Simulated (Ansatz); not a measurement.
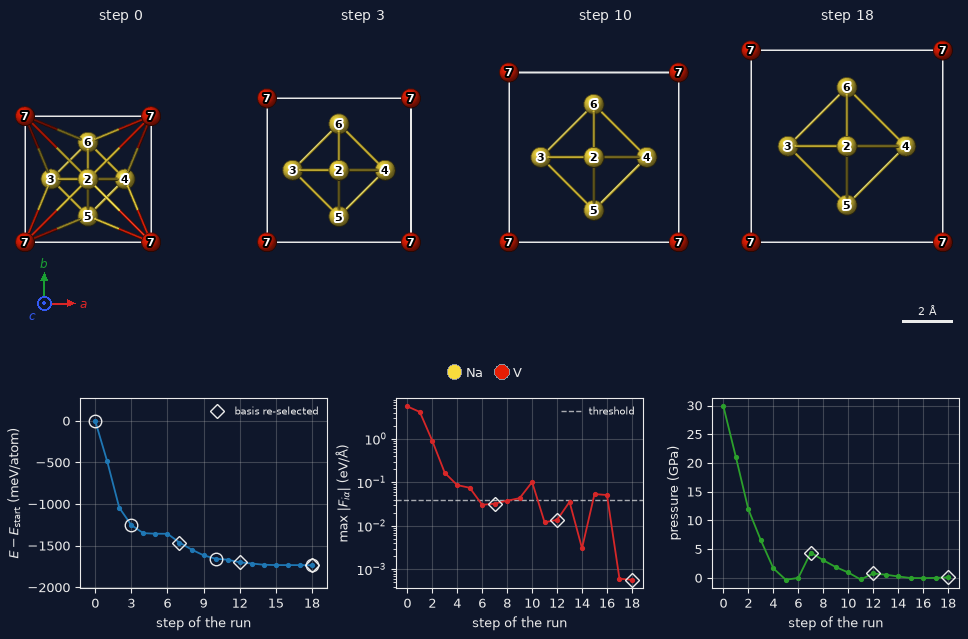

Frames of a relaxation of a crystal of Na$_{6}$V (a generated structure, set up in Pm-3m) (coarse preliminary run), marked on the history of the run. A ball-and-stick model of the cell of the calculation, seen along the c axis.

Level of theory: DFT PBE, scalar-relativistic, plane waves, PAW (Ansatz 0.2.0).

Input
```yaml
crystal:
  lattice:
    - [5.10769879, 0.0, 0.0]
    - [0.0, 5.10769879, 0.0]
    - [0.0, 0.0, 5.10769879]
  atoms:
    - { symbol: Na, position: [0.5, 0.5, 0.207] }
    - { symbol: Na, position: [0.5, 0.5, 0.793] }
    - { symbol: Na, position: [0.207, 0.5, 0.5] }
    - { symbol: Na, position: [0.793, 0.5, 0.5] }
    - { symbol: Na, position: [0.5, 0.207, 0.5] }
    - { symbol: Na, position: [0.5, 0.793, 0.5] }
    - { symbol: V, position: [0.0, 0.0, 0.0], spin: 2.0 }
basis:
  ecutwfc: 420
kpoints:
  mp_grid: { grid: [4, 4, 4] }
hamiltonian:
  xc: pbe
scf:
  occupations: { method: gaussian, width: 0.1 }
  lower_state_search: "off"
output:
  forces: true
  stress: true
  eigenvalues: true
  populations: true
magnetization:
  spin_polarized: true
relax:
  adjacent_minimum: "off"
  f_tol: 0.04
  max_steps: 70
  cell: { stress_tol: 0.4 }
```

Launched with:
```bash
ansatz run input.yaml --threads 1 --pin off --max-ram 2560MiB --backend cpu --events-out ev --progress --plain --runs-dir out
```

What happens along the run?

Answer. The energy falls by 1735 meV per atom in 15 accepted moves (18 points after the start). Largest force component: 5.6 eV/Å at the start, 0.00057 eV/Å at the end. The pressure goes from 29.84 to 0.10 GPa. The SCF was repeated 3 times at an unchanged geometry on a basis and grid sized afresh for the cell, which shifted the energy by 105 meV per atom at most. The largest moves relative to the cell, 0.10 Å, are those of Na1, Na2, Na3, Na4, Na5 and Na6. Na1 goes along −c. V stays in place. The drawn cell changes as follows: a = b = c 5.108 → 7.774 Å (+52.2 %); the volume changes by +252.6 %. Among the contacts that change: Na1–V7 3.763 → 5.699 Å, Na1–Na2 2.993 → 4.763 Å, Na1–Na3 2.116 → 3.368 Å, Na1–Na2 (another image) 2.115 → 3.010 Å. Bonds break, among them: Na1–V7 (3.76 → 5.70 Å), Na2–V7 (3.76 → 5.70 Å), Na3–V7 (3.76 → 5.70 Å), Na4–V7 (3.76 → 5.70 Å). The space group stays Pm-3m (No. 221). From step 0 to 3: Na atoms move most (0.17 Å), volume +48.8 %, energy −1252 meV per atom. From step 3 to 10: Na atoms move most (0.07 Å), volume +64.1 %, energy −404 meV per atom. From step 10 to 18: Na atoms move most (0.04 Å), volume +44.4 %, energy −79.1 meV per atom.

| step | E − E(0), meV/atom | largest force component, eV/Å | pressure, GPa | volume, Å³/atom | note |
| --- | --- | --- | --- | --- | --- |
| 0 | 0.00 | 5.5761 | 29.84 | 19.036 |  |
| 1 | -487.97 | 4.1622 | 21.01 | 21.623 |  |
| 2 | -1043.66 | 0.9017 | 11.91 | 24.846 |  |
| 3 | -1251.92 | 0.1654 | 6.55 | 28.322 |  |
| 4 | -1348.56 | 0.0865 | 1.67 | 32.105 |  |
| 5 | -1355.45 | 0.0750 | -0.33 | 33.670 |  |
| 6 | -1355.82 | 0.0304 | 0.00 | 33.430 |  |
| 7 | -1461.01 | 0.0324 | 4.42 | 33.430 | same geometry, new basis |
| 8 | -1545.48 | 0.0378 | 3.08 | 37.095 |  |
| 9 | -1614.35 | 0.0433 | 1.89 | 41.612 |  |
| 10 | -1656.15 | 0.1017 | 0.95 | 46.478 |  |
| 11 | -1667.34 | 0.0121 | -0.27 | 51.850 |  |
| 12 | -1698.85 | 0.0137 | 0.78 | 51.850 | same geometry, new basis |
| 13 | -1713.39 | 0.0356 | 0.56 | 55.464 |  |
| 14 | -1728.18 | 0.0031 | 0.26 | 61.496 |  |
| 15 | -1732.15 | 0.0538 | -0.01 | 67.785 |  |
| 16 | -1732.25 | 0.0511 | -0.03 | 67.453 |  |
| 17 | -1732.58 | 0.0006 | 0.00 | 67.113 |  |
| 18 | -1735.29 | 0.0006 | 0.10 | 67.113 | same geometry, new basis |
